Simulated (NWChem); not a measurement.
# WOF4 (SMILES O=[W](F)(F)(F)F): PBE0/def2-SVP (core potential)

What is the vertical singlet–triplet gap of WOF4 at PBE0/def2-SVP (core potential)? 

The calculation is run with NWChem 7.3.0.

7 further runs of the same task are left out: 5 that didn't finish, 2 set aside as unsound or not needed.

## (1) The system as given

WOF4 has 6 atoms, charge 0, and is taken as a singlet. SMILES: `O=[W](F)(F)(F)F`. Geometry: relaxed at PBE0-D4/def2-TZVP.

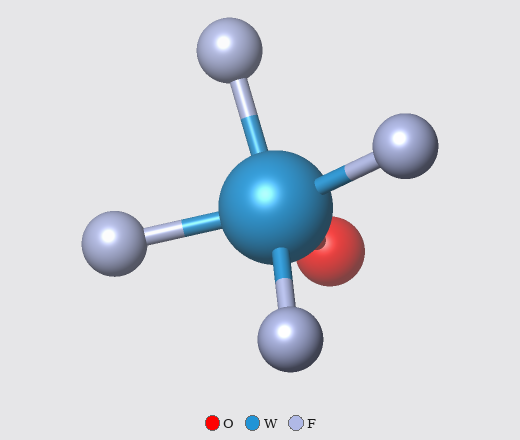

The structure, seen from a chosen angle (oxygen red, tungsten blue, fluorine light blue).

## (2) Energy and gradient at PBE0/def2-SVP (core potential)

Contents of run.py:

```python
from ase import Atoms
from ase.calculators.nwchem import NWChem

molecule = Atoms(['O', 'W', 'F', 'F', 'F', 'F'], positions=[
    [-1.628740, -0.246930, -0.471180],
    [-0.040770, -0.006180, -0.011790],
    [-0.123740, 1.167320, 1.412930],
    [0.534690, 1.440420, -1.006790],
    [0.958650, -1.040750, -1.171390],
    [0.299900, -1.313890, 1.248240],
])

calc = NWChem(
    label='struct',
    theory='dft',
    memory='2200 mb',
    basis='def2-SVP',
    basispar='spherical bse',
    dft={'xc': 'pbe0', 'mult': '1', 'grid': 'fine', 'convergence': 'energy 1e-08', 'iterations': '100', 'mulliken': None},
    **{'ecp bse': {'W library': 'def2-SVP'}},
)
molecule.calc = calc

forces = molecule.get_forces()
e = molecule.get_potential_energy()
print(f"E = {e:.6f} eV")
print("forces (eV/A):")
for s, f in zip(molecule.symbols, forces):
    print(f"{s:2s} {f[0]:10.5f} {f[1]:10.5f} {f[2]:10.5f}")
print("dipole (e A):", molecule.get_dipole_moment().round(4))
```

Started as:

```console
$ export ASE_NWCHEM_COMMAND="nwchem PREFIX.nwi > PREFIX.nwo"
$ python run.py
```

What it wrote:

```text
E = -14724.072666 eV
forces (eV/A):
O    -0.02345   -0.00355   -0.00679
W    -0.16810   -0.02571   -0.04880
F    -0.01373    0.13308    0.16095
F     0.06130    0.16409   -0.11441
F     0.10937   -0.11837   -0.13308
F     0.03461   -0.14954    0.14213
dipole (e A): [0.0782 0.0119 0.0226]
```

The calculator wrote struct.nwi:

```
title "struct"

permanent_dir struct

scratch_dir struct

start struct

geometry units angstrom nocenter noautosym noautoz
  O  -1.6287400000000001e+00 -2.4693000000000001e-01 -4.7117999999999999e-01
  W  -4.0770000000000001e-02 -6.1799999999999997e-03 -1.1790000000000000e-02
  F  -1.2374000000000000e-01 1.1673199999999999e+00 1.4129300000000000e+00
  F  5.3469000000000000e-01 1.4404200000000000e+00 -1.0067900000000001e+00
  F  9.5865000000000000e-01 -1.0407500000000001e+00 -1.1713899999999999e+00
  F  2.9990000000000000e-01 -1.3138900000000000e+00 1.2482400000000000e+00
end

memory 2200 mb

basis spherical bse noprint
   * library def2-SVP
end

dft
  xc pbe0
  mult 1
  grid fine
  convergence energy 1e-08
  iterations 100
  mulliken
end
ecp bse
  W library def2-SVP
end

task dft gradient
```

struct.nwo, shortened:

```text
[...]
         Total DFT energy =     -541.099694542908
[...]
  wavefunction    = closed shell
                         DFT ENERGY GRADIENTS
    atom               coordinates                        gradient
                 x          y          z           x          y          z
   1 O      -3.077872  -0.466630  -0.890401    0.000456   0.000069   0.000132
   2 W      -0.077044  -0.011679  -0.022280    0.003269   0.000500   0.000949
   3 F      -0.233835   2.205915   2.670051    0.000267  -0.002588  -0.003130
   4 F       1.010418   2.721999  -1.902557   -0.001192  -0.003191   0.002225
   5 F       1.811586  -1.966732  -2.213606   -0.002127   0.002302   0.002588
   6 F       0.566729  -2.482892   2.358832   -0.000673   0.002908  -0.002764
[...]
```

Wall time 57 s (1 thread of Intel Xeon Platinum 8259CL at 2.50GHz (Skylake/Cascade Lake), shared host); peak memory 0.13 GiB.

## (3) The triplet: the energy at UPBE0/def2-SVP (core potential)

Contents of mymol.nw:

```
echo
start mymol
memory 2200 mb

geometry noautosym nocenter noautoz
O       -1.628740      -0.246930      -0.471180
W       -0.040770      -0.006180      -0.011790
F       -0.123740       1.167320       1.412930
F        0.534690       1.440420      -1.006790
F        0.958650      -1.040750      -1.171390
F        0.299900      -1.313890       1.248240
end

basis "ao basis" spherical bse
* library def2-SVP
end

ecp bse
W library def2-SVP
end

dft
xc pbe0
mult 3
grid fine
convergence energy 1e-08
iterations 100
mulliken
print medium
end

task dft energy
```

Started as:

```console
$ nwchem mymol.nw > mymol.out
```

What it wrote:

```text
[...]
          Wavefunction type:  spin polarized.
          No. of atoms     :     6
          No. of electrons :    58
[...]
          Charge           :     0
          Spin multiplicity:     3
[...]
          AO basis - number of functions:   102
[...]
              XC Information
              --------------
                         PBE0 Method XC Functional
                     Hartree-Fock (Exact) Exchange  0.250
          PerdewBurkeErnzerhof Exchange Functional  0.750
            Perdew 1991 LDA Correlation Functional  1.000 local
           PerdewBurkeErnz. Correlation Functional  1.000 non-local
[...]
 d= 0,ls=0.0,diis     1   -540.5008468865 -8.67D+02  1.83D-02  7.97D-01     4.9
[...]
 d= 0,ls=0.5,diis    36   -540.8800645604 -8.84D-09  2.32D-07  9.06D-09   168.8
[...]
         Total DFT energy =     -540.880064565980
      One electron energy =    -1423.042772745017
           Coulomb energy =      613.412207765565
    Exchange-Corr. energy =      -57.593562100284
 Nuclear repulsion energy =      326.344062513756
[...]
      Total Density - Mulliken Population Analysis
     ---------------------------------------------
    Atom       Charge   Shell Charges
 -----------   ------   -------------------------------------------------------
    1 O    8     8.16   1.99  1.14  0.73  2.74  1.54  0.01
    2 W   14    12.57   0.04 -0.36  1.87  0.51  0.22 -0.00  5.61  0.55  0.17  3.27  0.39  0.30
    3 F    9     9.32   1.99  1.13  0.82  3.32  2.05  0.00
    4 F    9     9.32   1.99  1.13  0.82  3.32  2.05  0.00
    5 F    9     9.32   1.99  1.13  0.82  3.32  2.05  0.00
    6 F    9     9.32   1.99  1.13  0.82  3.32  2.05  0.00
[...]
      <S2> =      2.0070 (Exact =     2.0000)
[...]
```

It took 2.9 min on 1 thread of Intel Xeon Platinum 8259CL at 2.50GHz (Skylake/Cascade Lake), shared host; peak memory 0.12 GiB.

## (4) Outcome

At PBE0/def2-SVP (core potential):

```
                                        quantity          value
                           singlet: total energy  -541.09969 Eh
                          singlet: dipole moment         0.40 D
                            singlet: HOMO energy      -11.69 eV
                            singlet: LUMO energy       -4.14 eV
                          singlet: HOMO–LUMO gap        7.55 eV
               singlet: largest force on an atom     0.209 eV/Å
                           triplet: total energy  -540.88006 Eh
                          triplet: dipole moment         1.59 D
     triplet: HOMO energy (highest over α and β)       -6.20 eV
                                   triplet: ⟨S²⟩          2.007
vertical energy of the triplet above the singlet       5.976 eV
```

At this shape the triplet lies 5.98 eV (138 kcal/mol) above the singlet. Mulliken charges (singlet) run from -0.32 on F3 to +1.55 on W2. Mulliken charges (triplet) run from -0.32 on F3 to +1.43 on W2; they depend strongly on the basis.
